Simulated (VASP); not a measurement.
Band structure of Ce (relaxed from the bcc structure, space group Im-3m). All values below come from r2SCAN meta-GGA, VASP's PBE PAW potentials (set 64) (plane waves; VASP 6.6.1).

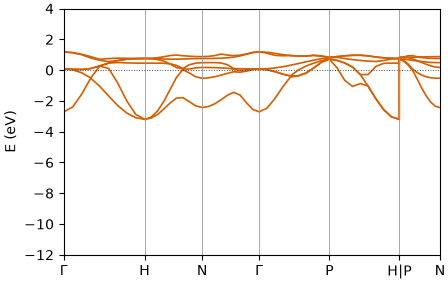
Bands along high-symmetry lines, zero at the valence-band maximum or, without a gap, the Fermi level

Task: Read the plot: is there a gap, and where are the band edges?

Result: It has no gap at this level: it comes out as a metal or semimetal.

The structure was generated: Ce was put into the bcc type (Im-3m), which need not be its known phase. It was relaxed first, which changed the volume by -25 %. The run is not spin-polarised, so no magnetic state was tried.
